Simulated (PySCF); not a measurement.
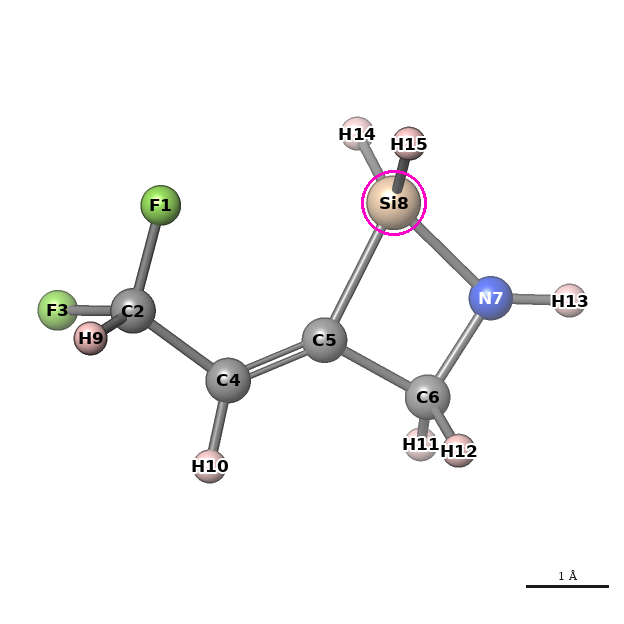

Orthographic view. Distant atoms are faded towards the background colour. Computed geometry: GFN2-xTB optimisation. No frequency run is at hand to confirm it as a minimum.

Q: Which atoms are bonded to the circled atom?

A: The circled atom is Si8; it is bonded to C5, N7, H14, H15.

Q: What is the shortest path along bonds from the circled atom to C2?

A: Si8–C5–C4–C2, 3 bonds; through space the two are 3.56 Å apart.

Q: Of C2 and F3, which is nearer the viewer?

A: C2; the bond to F3 points away from the viewer, so it looks shorter than its 1.37 Å.
